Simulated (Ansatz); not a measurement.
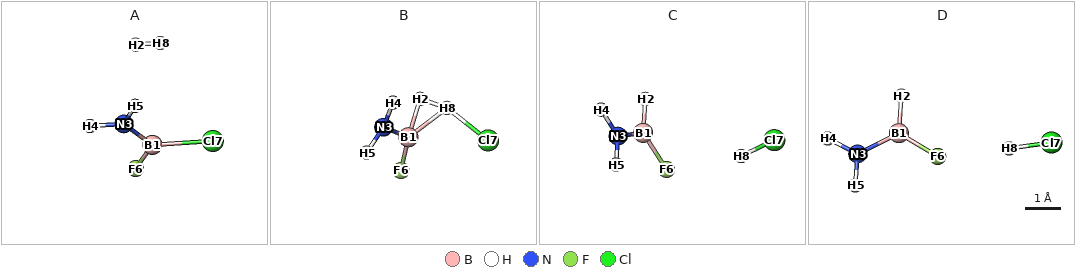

4 geometries from a converged minimum-energy path of BNH₄ClF, shuffled. A ball-and-stick model, seen at a tilt.

These are results of Ansatz 0.2.0, RHF/6-31G*, not measurements. Run with 5 movable images; climbing image; force threshold 0.03 eV/Å; iteration limit 60; starting path through a guess of the saddle point.

**One of them is the converged climbing image. Which?**

B. In order along the path, whose images run from 0 to 6: D (image 0, 0.0 kJ/mol), C (image 1, +3.7 kJ/mol), B (image 3, +239.6 kJ/mol), A (image 6, −47.4 kJ/mol). Breaking: B1–H2 (1.19 → 1.35 at the top → 4.03 Å), Cl7–H8 (1.27 → 1.73 at the top → 4.27 Å). Forming: B1–Cl7 (4.53 → 2.37 at the top → 1.78 Å), H2–H8 (3.64 → 0.88 at the top → 0.73 Å).

Limits of the set-up: Hartree-Fock leaves out electron correlation.

The run took 2.8 min on 1 thread of Arm Neoverse V2 (shared host), peak memory 0.13 GiB.
